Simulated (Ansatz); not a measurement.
AlGeH6OF: geometry relaxation (part 2 of 2)

AlGeH6OF; RKS PBE-D4/def2-SVP (Ansatz 0.2.0). The input holds or restrains some coordinates. It belongs to a series of runs on one base structure; here: pulled along the bonds that form and break, towards end A.

Geometry of the input (Å):
```
Ge 0.0000  0.0000  0.0000
H  0.0000  0.0000  1.9000
F  1.5842  0.0000  -0.5594
H  -0.7300  1.2648  -0.5162
H  -0.7300  -1.2648  -0.5162
O  -1.9644  0.0000  0.6527
Al -3.2781  -0.9643  -0.0632
H  -3.0090  -2.4314  -0.5204
H  -4.6987  -0.3425  -0.2335
H  -0.9937  0.0000  1.8011
```

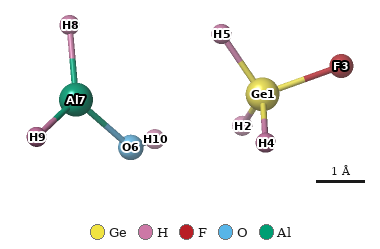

Figure 1. The geometry at step 8 of the log (ball-and-stick view, seen at a tilt; atoms are numbered from 1 in the order of the input).

Trajectory as extended XYZ (Å, eV, eV/Å), 15 frames, from step=1 to step=15:
```
10
Properties=species:S:1:pos:R:3:forces:R:3 step=1 energy=-67944.44936
Ge    0.0000    0.0000    0.0000   -4.5643   0.0166  -0.0953
H     0.0000    0.0000    1.9000    0.2000   0.0408  -0.3781
F     1.5842    0.0000   -0.5594    3.0151  -0.0111  -0.1705
H    -0.7300    1.2648   -0.5162    1.3254   0.6229  -0.1062
H    -0.7300   -1.2648   -0.5162    1.5505  -0.7890  -0.3556
O    -1.9644    0.0000    0.6527   -1.8003  -0.5836   2.0721
Al   -3.2781   -0.9643   -0.0632    0.9467   0.9800   1.1033
H    -3.0090   -2.4314   -0.5204    0.2595  -0.5179  -0.2470
H    -4.6987   -0.3425   -0.2335   -0.4352   0.2796  -0.0298
H    -0.9937    0.0000    1.8011   -0.4974  -0.0381  -1.7929
10
Properties=species:S:1:pos:R:3:forces:R:3 step=2 energy=-67945.21204
Ge    0.0841    0.0004    0.0223   -4.9944   0.1143   1.2364
H     0.1333    0.0004    1.8375    0.0972  -0.0011  -1.4556
F     1.6286   -0.0001   -0.5667    3.8363  -0.0099  -1.0020
H    -0.7137    1.2654   -0.5145    1.2197  -0.0786   0.1701
H    -0.7116   -1.2667   -0.5168    1.3507  -0.0591   0.0259
O    -2.0779    0.0017    0.7754    0.7334  -0.1306   3.3359
Al   -3.2814   -0.9631   -0.0583    0.4632   0.4085   1.0601
H    -3.0064   -2.4351   -0.5222    0.2725  -0.3565  -0.2048
H    -4.7027   -0.3404   -0.2338   -0.3549   0.3163  -0.1354
H    -1.1719   -0.0007    1.7220   -2.6236  -0.2034  -3.0306
10
Properties=species:S:1:pos:R:3:forces:R:3 step=3 energy=-67946.24097
Ge    0.1819    0.0020    0.0469   -6.2306   0.1364   1.6894
H     0.2333    0.0002    1.7609    0.2805  -0.0266  -1.5318
F     1.6817   -0.0001   -0.5874    4.6904  -0.0193  -1.6876
H    -0.7006    1.2574   -0.5097    1.2764  -0.4941   0.3624
H    -0.6978   -1.2597   -0.5125    1.3304   0.3890   0.2496
O    -2.1767    0.0031    0.8986    1.5865  -0.0547   2.9886
Al   -3.2791   -0.9622   -0.0459    0.3161   0.2133   0.9216
H    -3.0030   -2.4374   -0.5240    0.2718  -0.2311  -0.1327
H    -4.7050   -0.3368   -0.2362   -0.2168   0.3025  -0.1610
H    -1.3545   -0.0048    1.6541   -3.3048  -0.2153  -2.6985
10
Properties=species:S:1:pos:R:3:forces:R:3 step=4 energy=-67947.07269
Ge    0.2535    0.0054    0.0510   -5.0987   0.0946   0.6839
H     0.2946    0.0003    1.6557    0.3020  -0.0343  -0.6867
F     1.7677   -0.0010   -0.6233    3.2089  -0.0218  -1.2235
H    -0.6630    1.2367   -0.4963    1.1461  -0.4628   0.3459
H    -0.6603   -1.2408   -0.5011    1.1628   0.4366   0.2899
O    -2.3154    0.0051    1.0372    0.1318  -0.0834   0.5688
Al   -3.2814   -0.9643   -0.0274    0.0104   0.1512   0.7437
H    -2.9938   -2.4403   -0.5259    0.2874  -0.1104  -0.0651
H    -4.7076   -0.3286   -0.2434   -0.1205   0.2166  -0.1928
H    -1.5139   -0.0107    1.6185   -1.0301  -0.1863  -0.4641
10
Properties=species:S:1:pos:R:3:forces:R:3 step=5 energy=-67947.49297
Ge    0.2061    0.0103   -0.0371   -0.3575  -0.1644   1.4007
H     0.2663   -0.0028    1.5263    0.1842  -0.0108  -0.0831
F     1.8173   -0.0014   -0.6317    1.1258   0.0113  -0.4478
H    -0.5299    1.2057   -0.4766   -0.3868   1.3258  -0.5970
H    -0.5236   -1.2048   -0.4843   -0.2643  -1.1160  -0.5402
O    -2.4611   -0.0251    1.1628    0.8750   0.3517   0.6244
Al   -3.3168   -0.9686    0.0396   -0.6584  -0.3987  -0.1263
H    -2.9564   -2.4258   -0.5192    0.2225   0.0861   0.0629
H    -4.7223   -0.3052   -0.2706   -0.0564   0.0802  -0.1442
H    -1.5992   -0.0205    1.6357   -0.6841  -0.1653  -0.1494
10
Properties=species:S:1:pos:R:3:forces:R:3 step=6 energy=-67947.70982
Ge    0.2000   -0.0092   -0.0664   -0.1804  -0.0325   0.5756
H     0.2118   -0.0216    1.4941    0.1299   0.0156  -0.0495
F     1.8738    0.0840   -0.5589    0.3664   0.0088  -0.1534
H    -0.5382    1.1988   -0.6048   -0.0754   0.4905  -0.2584
H    -0.3904   -1.3149   -0.5849   -0.0161  -0.4005  -0.2300
O    -2.4678    0.0020    1.1944    0.8139   0.1011   0.6725
Al   -3.3966   -0.9513    0.1242   -0.2128  -0.2254  -0.3108
H    -2.9106   -2.3509   -0.4863    0.0347   0.0235   0.1395
H    -4.7625   -0.2627   -0.2853   -0.0896   0.0415  -0.0057
H    -1.6391   -0.1122    1.7189   -0.7707  -0.0227  -0.3797
10
Properties=species:S:1:pos:R:3:forces:R:3 step=7 energy=-67947.77099
Ge    0.2338    0.0255   -0.0701    0.0394   0.0592   0.0313
H     0.1967    0.0126    1.4838    0.0671  -0.0317   0.0166
F     1.9439    0.1264   -0.4833    0.0609   0.0054  -0.0278
H    -0.4423    1.2770   -0.6564    0.0076   0.0759  -0.0658
H    -0.2698   -1.3043   -0.6731   -0.0318  -0.0481  -0.0265
O    -2.4641   -0.0344    1.1622    0.6667  -0.0361   0.4650
Al   -3.4920   -0.9660    0.1427    0.0322  -0.1065  -0.0605
H    -3.0502   -2.4194   -0.3612   -0.0204   0.0152   0.0568
H    -4.8330   -0.2250   -0.2757   -0.0072   0.0178   0.0053
H    -1.6426   -0.2307    1.6762   -0.8146   0.0488  -0.3944
10
Properties=species:S:1:pos:R:3:forces:R:3 step=8 energy=-67947.79541
Ge    0.2593    0.0866   -0.0924   -0.0257  -0.0346  -0.0199
H     0.1413    0.0040    1.4537    0.1596   0.0042   0.0149
F     1.9914    0.0782   -0.4364   -0.0335   0.0163   0.0001
H    -0.3057    1.4030   -0.6700    0.0263  -0.0080   0.0000
H    -0.3092   -1.1920   -0.7646    0.0203   0.0485  -0.0141
O    -2.4494   -0.0435    1.1238    0.5817  -0.0916   0.5067
Al   -3.5111   -1.0101    0.1700   -0.0830  -0.0592  -0.1109
H    -3.1407   -2.5173   -0.2131   -0.0074   0.0040   0.0571
H    -4.8132   -0.2297   -0.3086    0.0258  -0.0197  -0.0101
H    -1.6825   -0.3173    1.6823   -0.6641   0.1400  -0.4239
10
Properties=species:S:1:pos:R:3:forces:R:3 step=9 energy=-67947.79334
Ge    0.2736    0.1196   -0.0885    0.1758   0.0161  -0.1782
H     0.1462   -0.0402    1.4571    0.1069   0.0159  -0.0927
F     2.0178    0.0693   -0.4101   -0.2078  -0.0067   0.0525
H    -0.2057    1.4925   -0.6340   -0.0023  -0.1387   0.1091
H    -0.3199   -1.1033   -0.8528    0.0468   0.1245   0.0808
O    -2.4542   -0.0367    1.0751    0.8532  -0.3152   0.6193
Al   -3.5531   -1.0443    0.1949   -0.0337  -0.0388  -0.1199
H    -3.2255   -2.5977   -0.0570   -0.0441   0.1184   0.0690
H    -4.8201   -0.2435   -0.3559    0.0648  -0.0812   0.0189
H    -1.6788   -0.3539    1.6163   -0.9595   0.3057  -0.5589
10
Properties=species:S:1:pos:R:3:forces:R:3 step=10 energy=-67947.82273
Ge    0.2885    0.1204   -0.1010   -0.0425   0.0441  -0.0519
H     0.1525   -0.1576    1.4200    0.1307  -0.0131   0.0292
F     2.0231    0.1004   -0.4274   -0.0081  -0.0098  -0.0013
H    -0.2176    1.5189   -0.5150    0.0143  -0.0091   0.0123
H    -0.3163   -1.0356   -0.9382    0.0173   0.0026  -0.0193
O    -2.4452   -0.0121    1.0495    0.4302  -0.1765   0.2889
Al   -3.5527   -1.0404    0.2003    0.0201  -0.0413  -0.0028
H    -3.2851   -2.6153    0.1316   -0.0113   0.0190   0.0199
H    -4.7727   -0.2745   -0.4713    0.0145   0.0084  -0.0065
H    -1.6943   -0.3424    1.5965   -0.5651   0.1756  -0.2685
10
Properties=species:S:1:pos:R:3:forces:R:3 step=11 energy=-67947.83087
Ge    0.2757    0.1265   -0.1179   -0.0112   0.0382  -0.0220
H     0.1316   -0.2636    1.3772    0.1280  -0.0129   0.0296
F     2.0113    0.0936   -0.4381    0.0028  -0.0030  -0.0070
H    -0.1974    1.5613   -0.4316    0.0023  -0.0088   0.0102
H    -0.3385   -0.9563   -1.0404   -0.0206  -0.0038  -0.0210
O    -2.4523    0.0098    1.0494    0.5577  -0.2254   0.3679
Al   -3.5309   -1.0606    0.2151   -0.0481   0.0405  -0.0245
H    -3.3221   -2.6406    0.2822    0.0159  -0.0180   0.0216
H    -4.6815   -0.3034   -0.5794    0.0082  -0.0169  -0.0092
H    -1.7155   -0.3050    1.6284   -0.6350   0.2100  -0.3457
10
Properties=species:S:1:pos:R:3:forces:R:3 step=12 energy=-67947.83163 accepted=F
Ge    0.2774    0.1406   -0.1298   -0.1959  -0.0081  -0.0363
H     0.1110   -0.3695    1.3364    0.1771   0.0256  -0.1147
F     2.0085    0.0700   -0.4677   -0.0049  -0.0042   0.0129
H    -0.1508    1.6173   -0.3239    0.0487  -0.0982   0.0340
H    -0.3914   -0.8333   -1.1489    0.0691   0.0813   0.1018
O    -2.4504    0.0200    1.0330    0.5678  -0.2431   0.4655
Al   -3.5368   -1.0825    0.2477   -0.0071   0.0318  -0.2046
H    -3.3606   -2.6630    0.4723   -0.0639   0.1150   0.0130
H    -4.5861   -0.3550   -0.7288    0.1099  -0.1329   0.1709
H    -1.7405   -0.2827    1.6547   -0.7009   0.2329  -0.4427
10
Properties=species:S:1:pos:R:3:forces:R:3 step=13 energy=-67947.83081
Ge    0.2765    0.1392   -0.1267   -0.0546   0.0272  -0.0147
H     0.1105   -0.2811    1.3592    0.1781  -0.0352  -0.0091
F     2.0120    0.0661   -0.4494   -0.0425  -0.0048   0.0032
H    -0.1578    1.5975   -0.3921    0.0119  -0.0242  -0.0036
H    -0.3736   -0.8935   -1.0890    0.0220   0.0335   0.0291
O    -2.4456    0.0021    1.0477    0.5924  -0.2288   0.4062
Al   -3.5167   -1.0695    0.2030   -0.0695  -0.0425   0.1033
H    -3.3474   -2.6521    0.3753    0.0097   0.0455  -0.0372
H    -4.6476   -0.3294   -0.6373    0.0540  -0.0166  -0.0240
H    -1.7301   -0.3176    1.6542   -0.7016   0.2459  -0.4532
10
Properties=species:S:1:pos:R:3:forces:R:3 step=14 energy=-67947.83284
Ge    0.2818    0.1540   -0.1279   -0.0992  -0.0036  -0.0879
H     0.1126   -0.3113    1.3438    0.1671  -0.0311   0.0085
F     2.0135    0.0477   -0.4611   -0.0355   0.0102   0.0100
H    -0.1214    1.6317   -0.3441    0.0237  -0.0578   0.0028
H    -0.3947   -0.8362   -1.1207    0.0504   0.0720   0.0615
O    -2.4451    0.0002    1.0315    0.5386  -0.2298   0.4132
Al   -3.5449   -1.0831    0.2373    0.0554  -0.0625  -0.0682
H    -3.3769   -2.6667    0.4475   -0.0479   0.1136   0.0029
H    -4.6163   -0.3605   -0.7006    0.0513  -0.0450   0.0828
H    -1.7283   -0.3139    1.6391   -0.7039   0.2341  -0.4256
10
Properties=species:S:1:pos:R:3:forces:R:3 step=15 energy=-67947.83829
Ge    0.3115    0.1693   -0.1363   -0.0385   0.0137  -0.0284
H     0.1066   -0.3595    1.3083    0.1698  -0.0226   0.0279
F     2.0517    0.0829   -0.4277   -0.0187   0.0031   0.0108
H    -0.0851    1.6508   -0.3061   -0.0008   0.0026   0.0097
H    -0.3312   -0.7757   -1.1810   -0.0074  -0.0086  -0.0153
O    -2.4352   -0.0169    0.9736    0.4992  -0.2197   0.4016
Al   -3.5779   -1.1055    0.2507    0.0408   0.0251   0.0052
H    -3.4843   -2.6709    0.5521   -0.0048   0.0008   0.0135
H    -4.6405   -0.3961   -0.6941   -0.0013  -0.0002   0.0001
H    -1.7353   -0.3167    1.6054   -0.6384   0.2057  -0.4251
```

Results in brief:

- outcome: converged under the restraints of the input
- total energy: −67947.8383 eV
- mean-field energy: −67947.6802 eV
- largest force (length of the vector) at the end, held atoms and coordinates included: 0.794 eV/Å
- hardware: 4 threads of Arm Neoverse V2, 24 GiB of memory available, shared host
- wall time: 16 s (CPU time 59 s)
- peak memory: 0.16 GiB
